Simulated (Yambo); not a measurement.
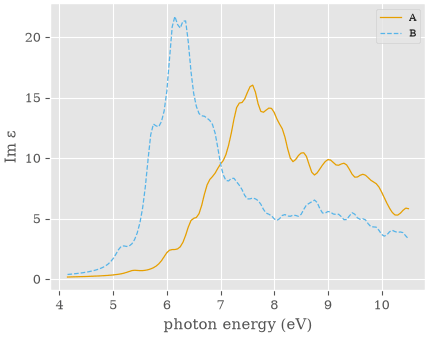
*Two computed absorption spectra of MgS (rock salt, space group Fm-3m, No. 225) (Yambo, PBEsol bands with the same scissor, field along x)*

**Question.** Which curve includes the electron-hole attraction (BSE)?

**Answer.** Curve B: the attraction moves weight to lower energy (centre of the plotted range 7.2 eV against 8.2 eV). Settings: 10×10×10 mesh, 3 valence and 4 conduction bands, static screening with 19 bands and a 4 Ry block, scissor 1.69 eV, Tamm-Dancoff. The scissor comes from a G0W0 run whose convergence isn't established. Broadening 0.15 eV. The band window holds all transitions up to 10.5 eV. On this mesh the peak heights and the fine structure are mesh artefacts; only the shift of weight is robust.

Geometry relaxed with PBEsol; primitive cell a = b = c = 3.665 Å, α = β = γ = 60.00°.
